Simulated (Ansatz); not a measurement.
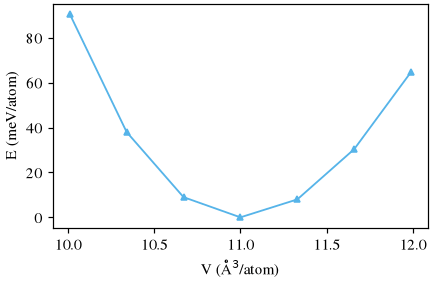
Fig. 1. BPt (NiAs type, P6_3/mmc) under volume change, the program Ansatz at the r²SCAN level (PAW), shape and atoms relaxed at each volume.

**Question.** What does a third-order Birch–Murnaghan fit give for V₀, B₀ and B′?

**Answer.** V₀ = 11.00 Å³/atom, B₀ = 273 GPa, B′ = 4.6.

The workflow started from an entry of the Crystallography Open Database (COD). Whether it is the stable phase at ambient conditions was not checked. The r²SCAN relaxation kept the symmetry of its start; its stability against distortions is not shown here. No spin polarisation was allowed. Scalar-relativistic: spin–orbit coupling is off unless named, which matters more the heavier the elements.

Potentials: the later of the program's two PAW sets.
